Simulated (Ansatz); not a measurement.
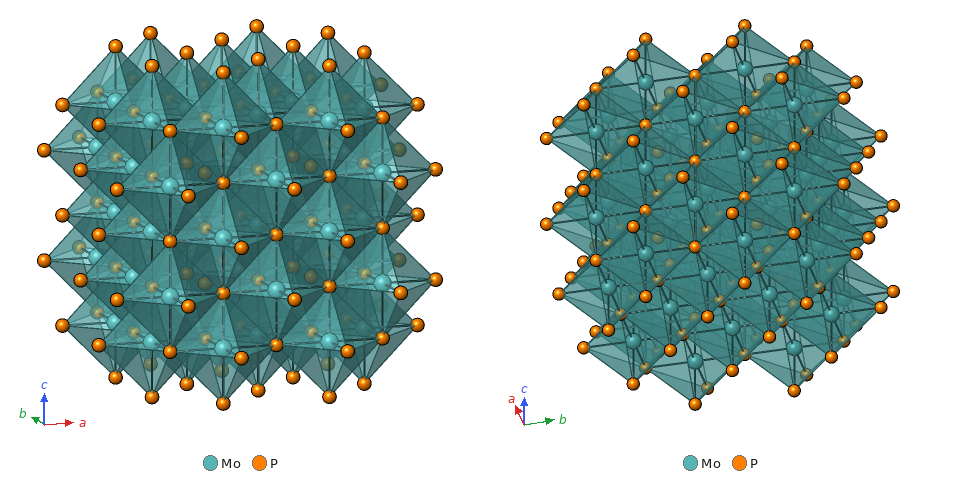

Polyhedra are drawn about Mo (bonds: Mo–P below 2.8 Å); other atoms are plain spheres. Two views of the same piece.

Mo3P5 (space group Pm-3m, No. 221). Coordinates: the geometry relaxed with DFT PBE, scalar-relativistic, plane waves, PAW (Ansatz 0.2.0); the starting structure was generated, so it need not be a known form of this composition.

Q: What figure surrounds each Mo atom, and what does it share with the other drawn polyhedra?

A: Mo: MoP6 octahedron, sharing corners with six neighbours and edges with eight neighbours.

Q: What is the connectivity of the polyhedra: isolated, groups, chains, layers or framework?

A: They form a three-dimensional framework of corner- and edge-sharing octahedra.
